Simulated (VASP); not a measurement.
Band structure of C (relaxed from the A7 structure, space group R-3m). Computed with r2SCAN meta-GGA, VASP's PBE PAW potentials (set 64) (plane waves; VASP 6.6.1).

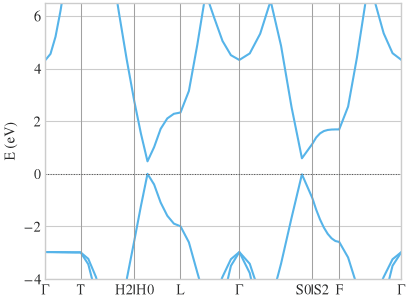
Fig. 1. Bands along high-symmetry lines, zero at the valence-band maximum or, without a gap, the Fermi level

Task: Read the plot: is there a gap, and where are the band edges?

Result: The gap is direct, 0.47 eV, from the valence maximum at H0-L at 0.29 to the conduction minimum at H0-L at 0.29.

The structure was generated: C was put into the A7 type (R-3m), which need not be its known phase. It was relaxed first, which changed the volume by +119 %.
